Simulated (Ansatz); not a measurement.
**CH4Si (triplet): wB97M-V, B2PLYP, RPA-PBE over vertical spin and charge gaps and displaced geometries, cc-pVDZ**

How well do these functionals follow the top wave-function level for CH4Si (triplet) over vertical spin and charge gaps and displaced geometries?

Computed with Ansatz 0.2.0, Gaussian basis. Level: cc-pVDZ, all electrons in the functionals, frozen cores in the correlation of double hybrids and RPA.

To be run: wB97M-V, B2PLYP, RPA-PBE, at charge 0, triplet; charge 0, singlet; charge 0, quintet; charge 1, doublet; charge 1, quartet; displaced geometry v1; displaced geometry v2.

23 further runs of the same task are left out: 10 that didn't finish, 13 set aside as unsound or not needed.

## Step 1: The system

The geometry is a PBE0/def2-TZVP stationary point (not a proven minimum).

6 atoms, charge 0, spin multiplicity 3.

Atoms are counted from 1 here; the program's logs count them from 0.

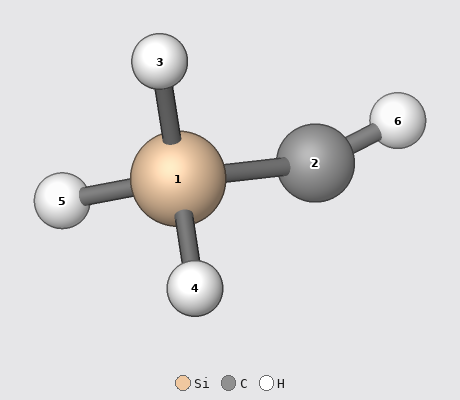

The geometry (silicon light orange, carbon grey, hydrogen white); atoms are numbered from 1 in the order of the file.

No dispersion term is added; wB97M-V holds VV10 nonlocal correlation.

The geometry shown and the zero of energy belong to the point charge 0, triplet. The yardstick, UCCSDT(Q), and other wave-function levels (R restricted, U unrestricted, valence and pair active spaces) come from earlier runs.

## Step 2: wB97M-V, charge 0, triplet

File in.yaml:

```yaml
crystal:
  periodic: [false, false, false]
  atoms:
    - {symbol: Si, position_ang: [0.000000, 0.015493, 0.520743]}
    - {symbol: C, position_ang: [0.000000, -0.067882, -1.284914]}
    - {symbol: H, position_ang: [0.000009, 1.432439, 0.982077]}
    - {symbol: H, position_ang: [1.207154, -0.663745, 1.063509]}
    - {symbol: H, position_ang: [-1.207163, -0.663730, 1.063509]}
    - {symbol: H, position_ang: [0.000002, 0.272219, -2.308057]}
basis:
  gaussian: {orbitals: cc-pVDZ}
magnetization: {spin_polarized: true, initial_magnetization: 2}
hamiltonian: {xc: {name: wB97M-V}}
output: {orbitals: {seedname: orbitals}}
```

Started as:

```sh
> ansatz run in.yaml --threads 1 --pin off --events-out ev --progress --plain --max-ram 2393MiB
```

The program printed (excerpt; [...] marks lines left out):

```text
Functional definition: wB97M-V
  name "wB97M-V"
  cite "Mardirossian & Head-Gordon, J. Chem. Phys. 144, 214110 (2016) doi:10.1063/1.4952647"
  cite "Becke, J. Chem. Phys. 107, 8554 (1997) doi:10.1063/1.475007"
  cite "Vydrov & Van Voorhis, J. Chem. Phys. 133, 244103 (2010) doi:10.1063/1.3521275"
  # Of w^i u^j: cxij and so on, Table III.
[...]
  gx(w, u) = 1 - cx + cx01*u + cx10*w
  gss(w, u) = css00 + css04*u^4 + css10*w + css20*w^2 + css43*w^4*u^3
  gos(w, u) = cos00 + cos10*w + (cos20 + cos21*u)*w^2 + (cos60 + cos61*u)*w^6
[...]
      + integral(e_c_pw_mod_opposite_spin*gos(b97_w_opposite, b97_u_opposite)) + vv10(b, c)
488 factors; integrals over basis functions are off by at most 9.7e-4 eV
182 factors; integrals over basis functions are off by at most 9.8e-6 eV
[...]
mean field -8974.30134270 eV, -329.7994913444 hartree, gradient 1.2e-5 eV, S^2 2.007437; 0 other end points of the search recorded, 0 dependent functions left out
reference -8974.30137864 eV, -329.7994926651 hartree; 13, 11 occupied and 39, 41 virtual orbitals, 488 factors
Total energy: -8974.30137864 eV, -329.7994926651 hartree
```

Run time: 7 s. Hardware: 1 thread of Arm Neoverse V1, shared host.

From the report: ⟨S²⟩ of the determinant 2.007 (pure triplet: 2.00).

## Step 3: wB97M-V, charge 0, singlet

in.yaml, as its differences from that of step 2:

```diff
@@ -11,3 +11,3 @@
   gaussian: {orbitals: cc-pVDZ}
-magnetization: {spin_polarized: true, initial_magnetization: 2}
+magnetization: {spin_polarized: true, initial_magnetization: 0}
 hamiltonian: {xc: {name: wB97M-V}}
```

Same command.

The program printed (excerpt; [...] marks lines left out):

```text
Functional definition: wB97M-V
  name "wB97M-V"
  cite "Mardirossian & Head-Gordon, J. Chem. Phys. 144, 214110 (2016) doi:10.1063/1.4952647"
  cite "Becke, J. Chem. Phys. 107, 8554 (1997) doi:10.1063/1.475007"
  cite "Vydrov & Van Voorhis, J. Chem. Phys. 133, 244103 (2010) doi:10.1063/1.3521275"
  # Of w^i u^j: cxij and so on, Table III.
[...]
  gx(w, u) = 1 - cx + cx01*u + cx10*w
  gss(w, u) = css00 + css04*u^4 + css10*w + css20*w^2 + css43*w^4*u^3
  gos(w, u) = cos00 + cos10*w + (cos20 + cos21*u)*w^2 + (cos60 + cos61*u)*w^6
[...]
      + integral(e_c_pw_mod_opposite_spin*gos(b97_w_opposite, b97_u_opposite)) + vv10(b, c)
488 factors; integrals over basis functions are off by at most 9.7e-4 eV
182 factors; integrals over basis functions are off by at most 9.8e-6 eV
[...]
mean field -8973.64513012 eV, -329.7753759766 hartree, gradient 2.6e-6 eV, S^2 1.002510; 5 other end points of the search recorded, 0 dependent functions left out
reference -8973.64516607 eV, -329.7753772979 hartree; 12, 12 occupied and 40, 40 virtual orbitals, 488 factors
Total energy: -8973.64516607 eV, -329.7753772979 hartree
```

It took 52 s on 1 thread of Arm Neoverse V1, shared host.

From the report: ⟨S²⟩ of the determinant 1.003 (pure singlet: 0.00). The determinant is far from a pure spin state, so its energy mixes those of several spin states (harmless only where they are near-degenerate, as at dissociation).

From charge 0, triplet: +15.1 kcal/mol.

## Step 4: wB97M-V, charge 0, quintet

in.yaml, as its differences from that of step 3:

```diff
@@ -11,3 +11,3 @@
   gaussian: {orbitals: cc-pVDZ}
-magnetization: {spin_polarized: true, initial_magnetization: 0}
+magnetization: {spin_polarized: true, initial_magnetization: 4}
 hamiltonian: {xc: {name: wB97M-V}}
```

The command is unchanged.

The program printed (excerpt; [...] marks lines left out):

```text
Functional definition: wB97M-V
  name "wB97M-V"
  cite "Mardirossian & Head-Gordon, J. Chem. Phys. 144, 214110 (2016) doi:10.1063/1.4952647"
  cite "Becke, J. Chem. Phys. 107, 8554 (1997) doi:10.1063/1.475007"
  cite "Vydrov & Van Voorhis, J. Chem. Phys. 133, 244103 (2010) doi:10.1063/1.3521275"
  # Of w^i u^j: cxij and so on, Table III.
[...]
  gx(w, u) = 1 - cx + cx01*u + cx10*w
  gss(w, u) = css00 + css04*u^4 + css10*w + css20*w^2 + css43*w^4*u^3
  gos(w, u) = cos00 + cos10*w + (cos20 + cos21*u)*w^2 + (cos60 + cos61*u)*w^6
[...]
      + integral(e_c_pw_mod_opposite_spin*gos(b97_w_opposite, b97_u_opposite)) + vv10(b, c)
488 factors; integrals over basis functions are off by at most 9.7e-4 eV
182 factors; integrals over basis functions are off by at most 9.8e-6 eV
[...]
mean field -8965.15984197 eV, -329.4635473887 hartree, gradient 8.6e-6 eV, S^2 6.011318; 4 other end points of the search recorded, 0 dependent functions left out
reference -8965.15987833 eV, -329.4635487249 hartree; 14, 10 occupied and 38, 42 virtual orbitals, 488 factors
Total energy: -8965.15987833 eV, -329.4635487249 hartree
```

Wall time 23 s (1 thread of Arm Neoverse V1, shared host).

From the report: ⟨S²⟩ of the determinant 6.011 (pure quintet: 6.00).

From charge 0, triplet: +210.8 kcal/mol.

## Step 5: wB97M-V, charge 1, doublet

in.yaml, as its differences from that of step 4:

```diff
@@ -11,3 +11,4 @@
   gaussian: {orbitals: cc-pVDZ}
-magnetization: {spin_polarized: true, initial_magnetization: 4}
+total_charge: 1
+magnetization: {spin_polarized: true, initial_magnetization: 1}
 hamiltonian: {xc: {name: wB97M-V}}
```

Same command.

The program printed (excerpt; [...] marks lines left out):

```text
Functional definition: wB97M-V
  name "wB97M-V"
  cite "Mardirossian & Head-Gordon, J. Chem. Phys. 144, 214110 (2016) doi:10.1063/1.4952647"
  cite "Becke, J. Chem. Phys. 107, 8554 (1997) doi:10.1063/1.475007"
  cite "Vydrov & Van Voorhis, J. Chem. Phys. 133, 244103 (2010) doi:10.1063/1.3521275"
  # Of w^i u^j: cxij and so on, Table III.
[...]
  gx(w, u) = 1 - cx + cx01*u + cx10*w
  gss(w, u) = css00 + css04*u^4 + css10*w + css20*w^2 + css43*w^4*u^3
  gos(w, u) = cos00 + cos10*w + (cos20 + cos21*u)*w^2 + (cos60 + cos61*u)*w^6
[...]
      + integral(e_c_pw_mod_opposite_spin*gos(b97_w_opposite, b97_u_opposite)) + vv10(b, c)
488 factors; integrals over basis functions are off by at most 9.7e-4 eV
182 factors; integrals over basis functions are off by at most 9.8e-6 eV
[...]
mean field -8964.74250356 eV, -329.4482104852 hartree, gradient 5.7e-6 eV, S^2 0.759980; 1 other end points of the search recorded, 0 dependent functions left out
reference -8964.74253911 eV, -329.4482117917 hartree; 12, 11 occupied and 40, 41 virtual orbitals, 488 factors
Total energy: -8964.74253911 eV, -329.4482117917 hartree
```

Run time: 14 s. Hardware: 1 thread of Arm Neoverse V1, shared host.

From the report: ⟨S²⟩ of the determinant 0.760 (pure doublet: 0.75).

From charge 0, triplet: +220.4 kcal/mol.

## Step 6: wB97M-V, charge 1, quartet

in.yaml, as its differences from that of step 5:

```diff
@@ -12,4 +12,4 @@
 total_charge: 1
-magnetization: {spin_polarized: true, initial_magnetization: 1}
+magnetization: {spin_polarized: true, initial_magnetization: 3}
 hamiltonian: {xc: {name: wB97M-V}}
-output: {orbitals: {seedname: orbitals}}
+output: {forces: true, orbitals: {seedname: orbitals}}
```

Launched as before.

The program printed (excerpt; [...] marks lines left out):

```text
Functional definition: wB97M-V
  name "wB97M-V"
  cite "Mardirossian & Head-Gordon, J. Chem. Phys. 144, 214110 (2016) doi:10.1063/1.4952647"
  cite "Becke, J. Chem. Phys. 107, 8554 (1997) doi:10.1063/1.475007"
  cite "Vydrov & Van Voorhis, J. Chem. Phys. 133, 244103 (2010) doi:10.1063/1.3521275"
  # Of w^i u^j: cxij and so on, Table III.
[...]
  gx(w, u) = 1 - cx + cx01*u + cx10*w
  gss(w, u) = css00 + css04*u^4 + css10*w + css20*w^2 + css43*w^4*u^3
  gos(w, u) = cos00 + cos10*w + (cos20 + cos21*u)*w^2 + (cos60 + cos61*u)*w^6
[...]
      + integral(e_c_pw_mod_opposite_spin*gos(b97_w_opposite, b97_u_opposite)) + vv10(b, c)
488 factors; integrals over basis functions are off by at most 9.7e-4 eV
182 factors; integrals over basis functions are off by at most 9.8e-6 eV
[...]
mean field -8961.90678961 eV, -329.3439999195 hartree, gradient 1.5e-5 eV, S^2 3.765327; 3 other end points of the search recorded, 0 dependent functions left out
[...]
reference -8961.90682466 eV, -329.3440012078 hartree; 13, 10 occupied and 39, 42 virtual orbitals, 488 factors
Total energy: -8961.90682466 eV, -329.3440012078 hartree
Atom 0 at     0.000000     0.015493     0.520743 Å, force    -0.000013    -2.143703    -2.519838 eV/Å
Atom 1 at     0.000000    -0.067882    -1.284914 Å, force    -0.000005    -0.730300     0.583267 eV/Å
Atom 2 at     0.000009     1.432439     0.982077 Å, force     0.000010     1.577868     1.711903 eV/Å
Atom 3 at     1.207154    -0.663745     1.063509 Å, force     1.194660     0.501941     0.357882 eV/Å
Atom 4 at    -1.207163    -0.663730     1.063509 Å, force    -1.194654     0.501957     0.357882 eV/Å
Atom 5 at     0.000002     0.272219    -2.308057 Å, force     0.000002     0.292237    -0.491095 eV/Å
Dipole moment:     0.000001     0.189356     0.357451 e Å
```

Run time: 16 s. Hardware: 1 thread of Arm Neoverse V1, shared host.

From the report: ⟨S²⟩ of the determinant 3.765 (pure quartet: 3.75).

From charge 0, triplet: +285.8 kcal/mol.

## Step 7: wB97M-V, displaced geometry v1

File in.yaml:

```yaml
crystal:
  periodic: [false, false, false]
  atoms:
    - {symbol: Si, position_ang: [0.003444, 0.019805, 0.528151]}
    - {symbol: C, position_ang: [0.002611, -0.079712, -1.288659]}
    - {symbol: H, position_ang: [0.050576, 1.479919, 0.935719]}
    - {symbol: H, position_ang: [1.154956, -0.679073, 1.046954]}
    - {symbol: H, position_ang: [-1.301745, -0.662892, 0.995465]}
    - {symbol: H, position_ang: [-0.030876, 0.260045, -2.338917]}
basis:
  gaussian: {orbitals: cc-pVDZ}
magnetization: {spin_polarized: true, initial_magnetization: 2}
hamiltonian: {xc: {name: wB97M-V}}
output: {orbitals: {seedname: orbitals}}
```

The command is unchanged.

The program printed (excerpt; [...] marks lines left out):

```text
Functional definition: wB97M-V
  name "wB97M-V"
  cite "Mardirossian & Head-Gordon, J. Chem. Phys. 144, 214110 (2016) doi:10.1063/1.4952647"
  cite "Becke, J. Chem. Phys. 107, 8554 (1997) doi:10.1063/1.475007"
  cite "Vydrov & Van Voorhis, J. Chem. Phys. 133, 244103 (2010) doi:10.1063/1.3521275"
  # Of w^i u^j: cxij and so on, Table III.
[...]
  gx(w, u) = 1 - cx + cx01*u + cx10*w
  gss(w, u) = css00 + css04*u^4 + css10*w + css20*w^2 + css43*w^4*u^3
  gos(w, u) = cos00 + cos10*w + (cos20 + cos21*u)*w^2 + (cos60 + cos61*u)*w^6
[...]
      + integral(e_c_pw_mod_opposite_spin*gos(b97_w_opposite, b97_u_opposite)) + vv10(b, c)
488 factors; integrals over basis functions are off by at most 9.7e-4 eV
182 factors; integrals over basis functions are off by at most 8.9e-6 eV
[...]
mean field -8974.23628055 eV, -329.7971003545 hartree, gradient 4.4e-5 eV, S^2 2.007707; 0 other end points of the search recorded, 0 dependent functions left out
reference -8974.23631657 eV, -329.7971016779 hartree; 13, 11 occupied and 39, 41 virtual orbitals, 488 factors
Total energy: -8974.23631657 eV, -329.7971016779 hartree
```

Run time: 7.5 s. Hardware: 1 thread of Arm Neoverse V1, shared host.

From the report: ⟨S²⟩ of the determinant 2.008 (pure triplet: 2.00).

From charge 0, triplet: +1.5 kcal/mol.

## Step 8: wB97M-V, displaced geometry v2

File in.yaml:

```yaml
crystal:
  periodic: [false, false, false]
  atoms:
    - {symbol: Si, position_ang: [0.048902, 0.019610, 0.520294]}
    - {symbol: C, position_ang: [-0.115972, -0.055391, -1.273769]}
    - {symbol: H, position_ang: [-0.039351, 1.412506, 0.985042]}
    - {symbol: H, position_ang: [1.250914, -0.738941, 1.084688]}
    - {symbol: H, position_ang: [-1.266461, -0.758073, 0.981805]}
    - {symbol: H, position_ang: [0.074228, 0.198146, -2.370795]}
basis:
  gaussian: {orbitals: cc-pVDZ}
magnetization: {spin_polarized: true, initial_magnetization: 2}
hamiltonian: {xc: {name: wB97M-V}}
output: {forces: true, orbitals: {seedname: orbitals}}
```

Same command.

The program printed (excerpt; [...] marks lines left out):

```text
Functional definition: wB97M-V
  name "wB97M-V"
  cite "Mardirossian & Head-Gordon, J. Chem. Phys. 144, 214110 (2016) doi:10.1063/1.4952647"
  cite "Becke, J. Chem. Phys. 107, 8554 (1997) doi:10.1063/1.475007"
  cite "Vydrov & Van Voorhis, J. Chem. Phys. 133, 244103 (2010) doi:10.1063/1.3521275"
  # Of w^i u^j: cxij and so on, Table III.
[...]
  gx(w, u) = 1 - cx + cx01*u + cx10*w
  gss(w, u) = css00 + css04*u^4 + css10*w + css20*w^2 + css43*w^4*u^3
  gos(w, u) = cos00 + cos10*w + (cos20 + cos21*u)*w^2 + (cos60 + cos61*u)*w^6
[...]
      + integral(e_c_pw_mod_opposite_spin*gos(b97_w_opposite, b97_u_opposite)) + vv10(b, c)
488 factors; integrals over basis functions are off by at most 9.5e-4 eV
182 factors; integrals over basis functions are off by at most 8.6e-6 eV
[...]
mean field -8974.10220199 eV, -329.7921730583 hartree, gradient 5.9e-5 eV, S^2 2.007915; 0 other end points of the search recorded, 0 dependent functions left out
[...]
reference -8974.10223819 eV, -329.7921743887 hartree; 13, 11 occupied and 39, 41 virtual orbitals, 488 factors
Total energy: -8974.10223819 eV, -329.7921743887 hartree
Atom 0 at     0.048902     0.019610     0.520294 Å, force    -1.244130    -1.542792     0.798637 eV/Å
Atom 1 at    -0.115972    -0.055391    -1.273769 Å, force     0.529266     0.414465    -2.276888 eV/Å
Atom 2 at    -0.039351     1.412506     0.985042 Å, force     0.149422     0.334767     0.241553 eV/Å
Atom 3 at     1.250914    -0.738941     1.084688 Å, force    -0.399156     0.443991    -0.269742 eV/Å
Atom 4 at    -1.266461    -0.758073     0.981805 Å, force     1.229340     0.728540    -0.118867 eV/Å
Atom 5 at     0.074228     0.198146    -2.370795 Å, force    -0.264741    -0.378970     1.625307 eV/Å
Dipole moment:     0.110453     0.090576    -0.091005 e Å
```

Wall time 8.5 s (1 thread of Arm Neoverse V1, shared host).

From the report: ⟨S²⟩ of the determinant 2.008 (pure triplet: 2.00).

From charge 0, triplet: +4.6 kcal/mol.

## Step 9: B2PLYP, charge 0, triplet

File in.yaml:

```yaml
crystal:
  periodic: [false, false, false]
  atoms:
    - {symbol: Si, position_ang: [0.000000, 0.015493, 0.520743]}
    - {symbol: C, position_ang: [0.000000, -0.067882, -1.284914]}
    - {symbol: H, position_ang: [0.000009, 1.432439, 0.982077]}
    - {symbol: H, position_ang: [1.207154, -0.663745, 1.063509]}
    - {symbol: H, position_ang: [-1.207163, -0.663730, 1.063509]}
    - {symbol: H, position_ang: [0.000002, 0.272219, -2.308057]}
basis:
  gaussian: {orbitals: cc-pVDZ}
magnetization: {spin_polarized: true, initial_magnetization: 2}
hamiltonian: {xc: {name: B2PLYP}}
correlation: {electrons: outside_noble_gas}
```

The command is unchanged.

The program printed (excerpt; [...] marks lines left out):

```text
Functional definition: B2PLYP
  name "B2PLYP"
  cite "Grimme, J. Chem. Phys. 124, 034108 (2006) doi:10.1063/1.2148954"
  cite "Becke, Phys. Rev. A 38, 3098 (1988) doi:10.1103/PhysRevA.38.3098"
  cite "Lee, Yang & Parr, Phys. Rev. B 37, 785 (1988) doi:10.1103/PhysRevB.37.785"
[...]
488 factors; integrals over basis functions are off by at most 9.7e-4 eV
[...]
mean field -8969.24546002 eV, -329.6136910828 hartree, gradient 3.1e-6 eV, S^2 2.013763; 0 other end points of the search recorded, 0 dependent functions left out
6 core orbitals not correlated: weight in the atoms' cores, before any rotation towards them, 1.000 or more for the frozen orbitals, at most 0.000 for the correlated occupied ones
reference -8969.24560007 eV, -329.6136962296 hartree; 7, 5 occupied and 39, 41 virtual orbitals, 488 factors
second order -6.40700307 eV of doubles, -0.00000000 eV of singles
Total energy: -8970.97549090 eV, -329.6772685450 hartree
```

It took 1.9 s on 1 thread of Arm Neoverse V1, shared host.

From the report: ⟨S²⟩ of the determinant 2.014 (pure triplet: 2.00).

## Step 10: B2PLYP, charge 0, singlet

in.yaml, as its differences from that of step 9:

```diff
@@ -11,3 +11,3 @@
   gaussian: {orbitals: cc-pVDZ}
-magnetization: {spin_polarized: true, initial_magnetization: 2}
+magnetization: {spin_polarized: true, initial_magnetization: 0}
 hamiltonian: {xc: {name: B2PLYP}}
```

Launched as before.

The program printed (excerpt; [...] marks lines left out):

```text
Functional definition: B2PLYP
  name "B2PLYP"
  cite "Grimme, J. Chem. Phys. 124, 034108 (2006) doi:10.1063/1.2148954"
  cite "Becke, Phys. Rev. A 38, 3098 (1988) doi:10.1103/PhysRevA.38.3098"
  cite "Lee, Yang & Parr, Phys. Rev. B 37, 785 (1988) doi:10.1103/PhysRevB.37.785"
[...]
488 factors; integrals over basis functions are off by at most 9.7e-4 eV
[...]
mean field -8968.72767041 eV, -329.5946626657 hartree, gradient 1.9e-9 eV, S^2 1.005960; 4 other end points of the search recorded, 0 dependent functions left out
6 core orbitals not correlated: weight in the atoms' cores, before any rotation towards them, 1.000 or more for the frozen orbitals, at most 0.000 for the correlated occupied ones
reference -8968.72781081 eV, -329.5946678252 hartree; 6, 6 occupied and 40, 40 virtual orbitals, 488 factors
second order -6.50195336 eV of doubles, -0.00000000 eV of singles
Total energy: -8970.48333822 eV, -329.6591822675 hartree
```

Wall time 15 s (1 thread of Arm Neoverse V1, shared host).

From the report: ⟨S²⟩ of the determinant 1.006 (pure singlet: 0.00). The determinant is far from a pure spin state, so its energy mixes those of several spin states (harmless only where they are near-degenerate, as at dissociation).

From charge 0, triplet: +11.3 kcal/mol.

## Step 11: B2PLYP, charge 0, quintet

in.yaml, as its differences from that of step 10:

```diff
@@ -11,3 +11,3 @@
   gaussian: {orbitals: cc-pVDZ}
-magnetization: {spin_polarized: true, initial_magnetization: 0}
+magnetization: {spin_polarized: true, initial_magnetization: 4}
 hamiltonian: {xc: {name: B2PLYP}}
```

Launched as before.

The program printed (excerpt; [...] marks lines left out):

```text
Functional definition: B2PLYP
  name "B2PLYP"
  cite "Grimme, J. Chem. Phys. 124, 034108 (2006) doi:10.1063/1.2148954"
  cite "Becke, Phys. Rev. A 38, 3098 (1988) doi:10.1103/PhysRevA.38.3098"
  cite "Lee, Yang & Parr, Phys. Rev. B 37, 785 (1988) doi:10.1103/PhysRevB.37.785"
[...]
488 factors; integrals over basis functions are off by at most 9.7e-4 eV
[...]
mean field -8960.16264467 eV, -329.2799037754 hartree, gradient 2.9e-6 eV, S^2 6.026999; 8 other end points of the search recorded, 0 dependent functions left out
6 core orbitals not correlated: weight in the atoms' cores, before any rotation towards them, 1.000 or more for the frozen orbitals, at most 0.000 for the correlated occupied ones
reference -8960.16278771 eV, -329.2799090318 hartree; 8, 4 occupied and 38, 42 virtual orbitals, 488 factors
second order -6.36098583 eV of doubles, -0.00000000 eV of singles
Total energy: -8961.88025388 eV, -329.3430247495 hartree
```

It took 12 s on 1 thread of Arm Neoverse V1, shared host.

From the report: ⟨S²⟩ of the determinant 6.027 (pure quintet: 6.00).

From charge 0, triplet: +209.7 kcal/mol.

## Step 12: B2PLYP, charge 1, doublet

in.yaml, as its differences from that of step 11:

```diff
@@ -11,3 +11,4 @@
   gaussian: {orbitals: cc-pVDZ}
-magnetization: {spin_polarized: true, initial_magnetization: 4}
+total_charge: 1
+magnetization: {spin_polarized: true, initial_magnetization: 1}
 hamiltonian: {xc: {name: B2PLYP}}
```

Same command.

The program printed (excerpt; [...] marks lines left out):

```text
Functional definition: B2PLYP
  name "B2PLYP"
  cite "Grimme, J. Chem. Phys. 124, 034108 (2006) doi:10.1063/1.2148954"
  cite "Becke, Phys. Rev. A 38, 3098 (1988) doi:10.1103/PhysRevA.38.3098"
  cite "Lee, Yang & Parr, Phys. Rev. B 37, 785 (1988) doi:10.1103/PhysRevB.37.785"
[...]
488 factors; integrals over basis functions are off by at most 9.7e-4 eV
[...]
mean field -8959.81027497 eV, -329.2669544276 hartree, gradient 7.6e-6 eV, S^2 0.758798; 2 other end points of the search recorded, 0 dependent functions left out
6 core orbitals not correlated: weight in the atoms' cores, before any rotation towards them, 1.000 or more for the frozen orbitals, at most 0.000 for the correlated occupied ones
reference -8959.81040206 eV, -329.2669590981 hartree; 6, 5 occupied and 40, 41 virtual orbitals, 488 factors
second order -6.22573732 eV of doubles, -0.00000000 eV of singles
Total energy: -8961.49135114 eV, -329.3287328373 hartree
```

It took 3.7 s on 1 thread of Arm Neoverse V1, shared host.

From the report: ⟨S²⟩ of the determinant 0.759 (pure doublet: 0.75).

From charge 0, triplet: +218.7 kcal/mol.

(Part 1 of 2 ends here.)
